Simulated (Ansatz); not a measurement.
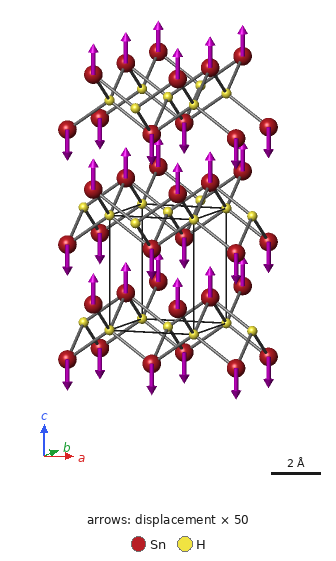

This is a relaxation of a crystal of SnH (built on the litharge_129 type) (coarse preliminary run). The starting structure is drawn; purple arrows show the displacements (the part carried along by the change of the cell is left out), 50 times their true length.

A ball-and-stick model of the cell of the calculation, repeated 1 × 1 × 2 with one cell outlined, seen slightly off an axis.

Case: litharge type (P4/nmm, No. 129).

Level of theory: DFT PBE, scalar-relativistic, plane waves, PAW in Ansatz 0.2.0. Set-up: plane-wave cutoff 420 eV; k-point mesh 6 × 6 × 4; occupations gaussian; smearing width 0.1 eV; no spin polarisation; cell and atoms relaxed; force threshold 0.04 eV/Å; at most 70 steps.

> Atoms of which element are displaced furthest, and by how much?

Tin: up to 0.026 Å, against 0.000 Å for hydrogen.

> What did the optimiser do to the structure, and how much energy did it gain?

The largest moves relative to the cell, 0.026 Å, are those of Sn atoms. H stays in place. The drawn cell changes as follows: a = b 3.718 → 3.565 Å (−4.1 %), c 4.773 → 5.108 Å (+7.0 %); the volume changes by −1.6 %. Some distances before and after: H–Sn 2.273 → 2.283 Å. The space group stays P4/nmm (No. 129). Over 5 accepted moves (7 points after the start) the energy falls by 59.2 meV per cell of the calculation. Largest force component: 0.28 eV/Å at the start, 0.017 eV/Å at the end. Pressure: −0.55 GPa at the start and 0.01 GPa at the end. The line search rejected the trial step at point 1 of the run. The SCF was repeated once at an unchanged geometry on a basis and grid sized afresh for the cell, which shifted the energy by 0.5 meV per cell of the calculation at most. Cost: 9.7 s on 1 thread of Intel(R) Xeon(R) 6975P-C (Granite Rapids), with other jobs on the host, peak memory 0.38 GiB.
